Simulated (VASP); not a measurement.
Band structure of ZnSe (zinc blende). Method: revPBE GGA, VASP's PBE PAW potentials (set 64) (plane waves; VASP 6.6.1).

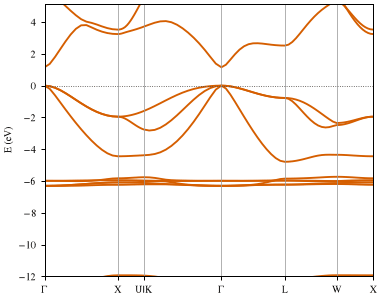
Bands along high-symmetry lines, zero at the valence-band maximum or, without a gap, the Fermi level

Task: Read the plot: is there a gap, and where are the band edges?

Result: The gap is direct, 1.15 eV, from the valence maximum at Γ to the conduction minimum at Γ. (Edges off the drawn lines would not show.)

Measured: gap 2.87 eV (computed value off by -1.72 eV), as given by Wei Chen et al., Physical Review Materials (2018), doi:10.1103/physrevmaterials.2.073803 [zero-point renormalisation of 0.05 eV added back (the table's ZPR column)].

The compound is ZnSe in the zinc blende structure. It was relaxed first, which changed the volume by +7 %.
